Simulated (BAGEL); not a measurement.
**triplet CH6ClNSi at 3 levels**

Aim: a comparison of 3 runs (UHF/3-21G, ROHF/6-31G*, ROHF/cc-pVDZ) of triplet CH6ClNSi. 

The calculation is run with BAGEL 1.2.2.

### 1 The structure to begin with

CH6ClNSi has 10 atoms, charge 0, and is taken as a triplet. SMILES of the parent species: `CN[SiH2]Cl`. Geometry: relaxed at PBE0-D4/def2-TZVP. This is one conformer, not always the lowest. That shape belongs to the parent species and isn't relaxed for this state.

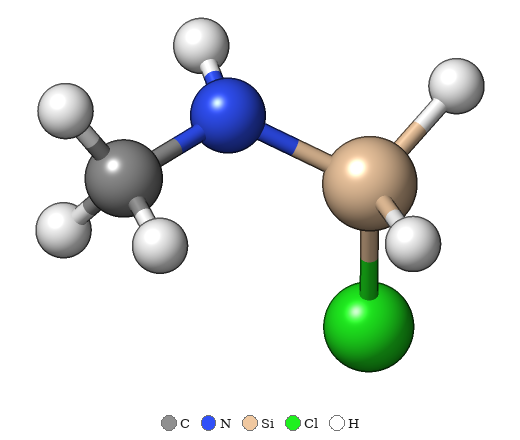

Viewed from a chosen angle; carbon grey, nitrogen blue, silicon light orange, chlorine green, hydrogen white.

### 2 A single-point energy at UHF/3-21G (density fitting with qzvpp-jkfit) (run 1)

Contents of job.json:

```json
{ "bagel" : [

{
  "title" : "molecule",
  "basis" : "3-21g",
  "df_basis" : "qzvpp-jkfit",
  "angstrom" : true,
  "geometry" : [
    { "atom" : "C", "xyz" : [      -0.242300,       1.264400,       0.564800 ] },
    { "atom" : "N", "xyz" : [      -0.436700,       0.246400,      -0.448800 ] },
    { "atom" : "Si", "xyz" : [       0.477700,      -1.180400,      -0.542000 ] },
    { "atom" : "Cl", "xyz" : [       0.138000,      -2.533300,       0.993900 ] },
    { "atom" : "H", "xyz" : [      -0.833400,       1.088300,       1.470800 ] },
    { "atom" : "H", "xyz" : [      -0.494100,       2.254000,       0.174500 ] },
    { "atom" : "H", "xyz" : [       0.810100,       1.289000,       0.857400 ] },
    { "atom" : "H", "xyz" : [      -1.369300,       0.230400,      -0.831400 ] },
    { "atom" : "H", "xyz" : [       0.120300,      -1.874000,      -1.798300 ] },
    { "atom" : "H", "xyz" : [       1.912700,      -0.835900,      -0.438000 ] }
  ]
},

{
  "title" : "uhf",
  "nopen" : 2
},

{
  "title" : "print",
  "file" : "orbitals.molden",
  "orbitals" : true
}

]}
```

Started as:

```sh
$ BAGEL_NUM_THREADS=1 BAGEL job.json > job.out
```

Output:

```text
* using 1 threads per process

  ===============================================================
  ===============================================================

  *** Geometry ***

  { "atom" : "C", "xyz" : [     -0.457881,      2.389370,      1.067317 ] },
  { "atom" : "N", "xyz" : [     -0.825243,      0.465629,     -0.848109 ] },
  { "atom" : "Si", "xyz" : [      0.902722,     -2.230633,     -1.024232 ] },
  { "atom" : "Cl", "xyz" : [      0.260782,     -4.787243,      1.878199 ] },
  { "atom" : "H", "xyz" : [     -1.574898,      2.056589,      2.779409 ] },
  { "atom" : "H", "xyz" : [     -0.933714,      4.259443,      0.329757 ] },
  { "atom" : "H", "xyz" : [      1.530867,      2.435857,      1.620251 ] },
  { "atom" : "H", "xyz" : [     -2.587602,      0.435393,     -1.571118 ] },
  { "atom" : "H", "xyz" : [      0.227334,     -3.541347,     -3.398294 ] },
  { "atom" : "H", "xyz" : [      3.614479,     -1.579622,     -0.827700 ] },

  Number of auxiliary basis functions:      516

  Since a DF basis is specified, we compute 2- and 3-index integrals:
    o Being stored without compression. Storage requirement is 0.013 GB

  Number of basis functions:       56
  Number of electrons      :       50

    * METHOD: MOLECULE                             0.16

  *** Open-shell HF ***

  === Nuclear Repulsion ===
   218.5267219920

      * DIIS with orbital gradients will be used.

  === UHF iteration (3-21g) ===
      0       -839.68938567          0.02451280           0.07
      1       -839.77128631          0.00967121           0.06
      2       -839.78707207          0.00450861           0.07
      3       -839.79100582          0.00207829           0.07
      4       -839.79340603          0.00056316           0.06
      5       -839.79372797          0.00028480           0.07
      6       -839.79393439          0.00021845           0.07
      7       -839.79414654          0.00018734           0.06
      8       -839.79451310          0.00012588           0.07
      9       -839.79472275          0.00008621           0.07
     10       -839.79479823          0.00006230           0.06
     11       -839.79485777          0.00004224           0.07
     12       -839.79486722          0.00002693           0.07
     13       -839.79487409          0.00001340           0.06
     14       -839.79487475          0.00000759           0.07
     15       -839.79487510          0.00000473           0.07
     16       -839.79487523          0.00000324           0.07
     17       -839.79487532          0.00000227           0.07
     18       -839.79487535          0.00000135           0.07
     19       -839.79487536          0.00000110           0.08
     20       -839.79487537          0.00000083           0.08
     21       -839.79487538          0.00000056           0.08
     22       -839.79487539          0.00000039           0.07
     23       -839.79487539          0.00000026           0.07
     24       -839.79487539          0.00000018           0.07
     25       -839.79487539          0.00000010           0.07
     26       -839.79487539          0.00000007           0.07
     27       -839.79487539          0.00000005           0.06
     28       -839.79487539          0.00000003           0.07
     29       -839.79487539          0.00000001           0.07
     30       -839.79487539          0.00000001           0.06
    * SCF iteration converged.

    * S^2 (UHF) is 2.0173

    * Permanent dipole moment:
           (    0.708013,    -2.997233,     0.697808) a.u.

    * METHOD: UHF                                  2.24

    * METHOD: PRINT                                0.00

  ===============================================================
```

Wall time 2.6 s (1 thread of Intel Xeon 6975P-C (Granite Rapids), shared host).

### 3 The energy at ROHF/6-31G(d) (density fitting with qzvpp-jkfit, spherical functions) (run 2)

Contents of input.json:

```json
{ "bagel" : [

{
  "title" : "molecule",
  "basis" : "6-31gs.json",
  "df_basis" : "qzvpp-jkfit",
  "angstrom" : true,
  "geometry" : [
    { "atom" : "C", "xyz" : [   -0.242300,    1.264400,    0.564800 ] },
    { "atom" : "N", "xyz" : [   -0.436700,    0.246400,   -0.448800 ] },
    { "atom" : "Si", "xyz" : [    0.477700,   -1.180400,   -0.542000 ] },
    { "atom" : "Cl", "xyz" : [    0.138000,   -2.533300,    0.993900 ] },
    { "atom" : "H", "xyz" : [   -0.833400,    1.088300,    1.470800 ] },
    { "atom" : "H", "xyz" : [   -0.494100,    2.254000,    0.174500 ] },
    { "atom" : "H", "xyz" : [    0.810100,    1.289000,    0.857400 ] },
    { "atom" : "H", "xyz" : [   -1.369300,    0.230400,   -0.831400 ] },
    { "atom" : "H", "xyz" : [    0.120300,   -1.874000,   -1.798300 ] },
    { "atom" : "H", "xyz" : [    1.912700,   -0.835900,   -0.438000 ] }
  ]
},
{ "title" : "rohf", "nopen" : 2 },
{ "title" : "print", "file" : "orbitals.molden", "orbitals" : true }

]}
```

The basis set 6-31G* is read from a file made from the Basis Set Exchange's data (not shown).

Started as:

```sh
$ BAGEL_NUM_THREADS=1 BAGEL input.json > input.out
```

Output:

```text
* using 1 threads per process

  ===============================================================
  ===============================================================

  *** Geometry ***

  { "atom" : "C", "xyz" : [     -0.457881,      2.389370,      1.067317 ] },
  { "atom" : "N", "xyz" : [     -0.825243,      0.465629,     -0.848109 ] },
  { "atom" : "Si", "xyz" : [      0.902722,     -2.230633,     -1.024232 ] },
  { "atom" : "Cl", "xyz" : [      0.260782,     -4.787243,      1.878199 ] },
  { "atom" : "H", "xyz" : [     -1.574898,      2.056589,      2.779409 ] },
  { "atom" : "H", "xyz" : [     -0.933714,      4.259443,      0.329757 ] },
  { "atom" : "H", "xyz" : [      1.530867,      2.435857,      1.620251 ] },
  { "atom" : "H", "xyz" : [     -2.587602,      0.435393,     -1.571118 ] },
  { "atom" : "H", "xyz" : [      0.227334,     -3.541347,     -3.398294 ] },
  { "atom" : "H", "xyz" : [      3.614479,     -1.579622,     -0.827700 ] },

  Number of auxiliary basis functions:      516

  Since a DF basis is specified, we compute 2- and 3-index integrals:
    o Being stored without compression. Storage requirement is 0.024 GB

  Number of basis functions:       76
  Number of electrons      :       50

    * METHOD: MOLECULE                             0.22

  *** Open-shell HF ***

  === Nuclear Repulsion ===
   218.5267219920

      * DIIS with orbital gradients will be used.

  === ROHF iteration (6-31gs.json) ===
      0       -843.78947778          0.03141052           0.11
      1       -843.92426972          0.02366049           0.10
      2       -843.98773253          0.01355318           0.11
      3       -844.01782478          0.00322914           0.10
      4       -844.02480648          0.00134899           0.10
      5       -844.02620003          0.00055859           0.11
      6       -844.02653181          0.00024493           0.11
      7       -844.02664373          0.00013963           0.11
      8       -844.02670384          0.00008235           0.10
      9       -844.02672432          0.00004365           0.10
     10       -844.02673171          0.00002654           0.10
     11       -844.02673327          0.00001184           0.10
     12       -844.02673460          0.00000715           0.10
     13       -844.02673520          0.00000356           0.10
     14       -844.02673563          0.00000256           0.10
     15       -844.02673574          0.00000197           0.10
     16       -844.02673579          0.00000146           0.10
     17       -844.02673581          0.00000113           0.10
     18       -844.02673577          0.00000068           0.10
     19       -844.02673589          0.00000047           0.10
     20       -844.02673595          0.00000024           0.10
     21       -844.02673601          0.00000015           0.10
     22       -844.02673610          0.00000007           0.10
     23       -844.02673609          0.00000004           0.10
     24       -844.02673609          0.00000002           0.10
     25       -844.02673609          0.00000001           0.11
     26       -844.02673609          0.00000001           0.11
    * SCF iteration converged.

    * S^2 (ROHF) is 2.0000

    * Permanent dipole moment:
           (   -0.039835,    -2.038632,     0.077014) a.u.

    * METHOD: ROHF                                 2.94

    * METHOD: PRINT                                0.01

  ===============================================================
```

It took 3.3 s on 1 thread of Intel Xeon 6975P-C (Granite Rapids), shared host.

### 4 A single-point energy at ROHF/cc-pVDZ (density fitting with qzvpp-jkfit) (run 3)

Contents of calc.json:

```json
{ "bagel": [

{
  "title": "molecule",
  "basis": "cc-pvdz.json",
  "df_basis": "qzvpp-jkfit",
  "angstrom": "true",
  "geometry": [
    { "atom": "C", "xyz": [      -0.242300,       1.264400,       0.564800 ] },
    { "atom": "N", "xyz": [      -0.436700,       0.246400,      -0.448800 ] },
    { "atom": "Si", "xyz": [       0.477700,      -1.180400,      -0.542000 ] },
    { "atom": "Cl", "xyz": [       0.138000,      -2.533300,       0.993900 ] },
    { "atom": "H", "xyz": [      -0.833400,       1.088300,       1.470800 ] },
    { "atom": "H", "xyz": [      -0.494100,       2.254000,       0.174500 ] },
    { "atom": "H", "xyz": [       0.810100,       1.289000,       0.857400 ] },
    { "atom": "H", "xyz": [      -1.369300,       0.230400,      -0.831400 ] },
    { "atom": "H", "xyz": [       0.120300,      -1.874000,      -1.798300 ] },
    { "atom": "H", "xyz": [       1.912700,      -0.835900,      -0.438000 ] }
  ]
},

{
  "title": "rohf",
  "nopen": 2
},

{
  "title": "print",
  "file": "orbitals.molden",
  "orbitals": "true"
}

]}
```

The basis set cc-pVDZ is read from a file made from the Basis Set Exchange's data (not shown).

Started as:

```sh
$ BAGEL_NUM_THREADS=1 BAGEL calc.json > calc.out
```

Output:

```text
* using 1 threads per process

  ===============================================================
  ===============================================================

  *** Geometry ***

  { "atom" : "C", "xyz" : [     -0.457881,      2.389370,      1.067317 ] },
  { "atom" : "N", "xyz" : [     -0.825243,      0.465629,     -0.848109 ] },
  { "atom" : "Si", "xyz" : [      0.902722,     -2.230633,     -1.024232 ] },
  { "atom" : "Cl", "xyz" : [      0.260782,     -4.787243,      1.878199 ] },
  { "atom" : "H", "xyz" : [     -1.574898,      2.056589,      2.779409 ] },
  { "atom" : "H", "xyz" : [     -0.933714,      4.259443,      0.329757 ] },
  { "atom" : "H", "xyz" : [      1.530867,      2.435857,      1.620251 ] },
  { "atom" : "H", "xyz" : [     -2.587602,      0.435393,     -1.571118 ] },
  { "atom" : "H", "xyz" : [      0.227334,     -3.541347,     -3.398294 ] },
  { "atom" : "H", "xyz" : [      3.614479,     -1.579622,     -0.827700 ] },

  Number of auxiliary basis functions:      516

  Since a DF basis is specified, we compute 2- and 3-index integrals:
    o Being stored without compression. Storage requirement is 0.036 GB

  Number of basis functions:       94
  Number of electrons      :       50

    * METHOD: MOLECULE                             0.24

  *** Open-shell HF ***

  === Nuclear Repulsion ===
   218.5267219920

      * DIIS with orbital gradients will be used.

  === ROHF iteration (cc-pvdz.json) ===
      0       -843.87691020          0.02224687           0.14
      1       -844.01239131          0.01483270           0.15
      2       -844.05348148          0.00791010           0.14
      3       -844.07058208          0.00249706           0.14
      4       -844.07630027          0.00094262           0.14
      5       -844.07754370          0.00048305           0.14
      6       -844.07817233          0.00037586           0.14
      7       -844.07863708          0.00027872           0.14
      8       -844.07905424          0.00013603           0.13
      9       -844.07917785          0.00009086           0.15
     10       -844.07922666          0.00005235           0.14
     11       -844.07925241          0.00004212           0.14
     12       -844.07926097          0.00002357           0.14
     13       -844.07926597          0.00001324           0.13
     14       -844.07926918          0.00000614           0.15
     15       -844.07927062          0.00000298           0.14
     16       -844.07927111          0.00000125           0.13
     17       -844.07927112          0.00000042           0.14
     18       -844.07927113          0.00000027           0.14
     19       -844.07927113          0.00000015           0.14
     20       -844.07927112          0.00000008           0.14
     21       -844.07927113          0.00000005           0.14
     22       -844.07927114          0.00000003           0.15
     23       -844.07927114          0.00000002           0.17
     24       -844.07927115          0.00000001           0.14
    * SCF iteration converged.

    * S^2 (ROHF) is 2.0000

    * Permanent dipole moment:
           (   -0.827424,    -1.144954,    -0.240804) a.u.

    * METHOD: ROHF                                 3.72

    * METHOD: PRINT                                0.01

  ===============================================================
```

Wall time 4.2 s (1 thread of Intel Xeon 6975P-C (Granite Rapids), shared host).

### 5 The series

| run | level | energy (Eh) | dipole moment (D) | ⟨S²⟩ | wall time |
| --- | --- | --- | --- | --- | --- |
| 1 | UHF/3-21G (density fitting with qzvpp-jkfit) | -839.794875 | 8.03 | 2.017 | 2.6 s |
| 2 | ROHF/6-31G* (density fitting with qzvpp-jkfit, spherical functions) | -844.026736 | 5.19 | 2.000 | 3.3 s |
| 3 | ROHF/cc-pVDZ (density fitting with qzvpp-jkfit) | -844.079271 | 3.64 | 2.000 | 4.2 s |

### 6 What came out

| quantity | value |
| --- | --- |
| run 3: total energy | -844.07927 Eh |
| run 3: dipole moment | 3.64 D |
| run 3: ⟨S²⟩ | 2.000 |

The dipole moment (its size) runs from 3.64 D (ROHF/cc-pVDZ) to 8.03 D (UHF/3-21G). The two ends differ in method and basis. All runs together took 10 s, the longest 4.2 s.
